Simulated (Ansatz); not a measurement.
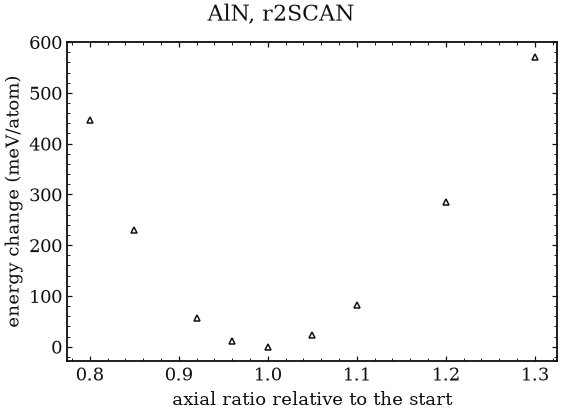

The picture above shows the energy change against relative axial ratio for AlN, space group P6_3mc (No. 186).

The given structure:
```xyz
4
Lattice="3.1110 0.0000 0.0000 -1.5555 2.6942 0.0000 0.0000 0.0000 4.9780" Properties=species:S:1:pos:R:3 pbc="T T T"
Al    0.0000    1.7961    0.0000
Al    1.5555    0.8981    2.4890
N     0.0000    1.7961    1.9165
N     1.5555    0.8981    4.4055
```

Method: deformation of a crystal at fixed volume, lengths along the axis scaled against those across it, fractional coordinates fixed, by plane-wave density functional theory with PAW datasets, free energies less that of the undisturbed cell; scalar-relativistic (Ansatz 0.2.0). Level: r2SCAN, no spin polarisation.

wave cutoff 500 eV; k mesh 12×12×6; occupations Gaussian; smearing width 0.05 eV; k shift (0, 0, 0) (mesh steps); start as given; path axial; axis direction (0, 0, 1) (Cartesian unit vector).

> Where is the energy change lowest, and are there other minima?

The lowest computed point is at relative axial ratio 1.00 (0 meV/atom), in a single well.

Limits of the calculation: reference crystal is not relaxed; shape and atomic fractions are frozen while scaling, which makes layered, chain and framework solids too stiff.

The computed values:

```tsv
axial ratio relative to the start	energy change (meV/atom)
0.80	447
0.85	229
0.92	56
0.96	12
1.00	0
1.05	24
1.10	83
1.20	286
1.30	571
```
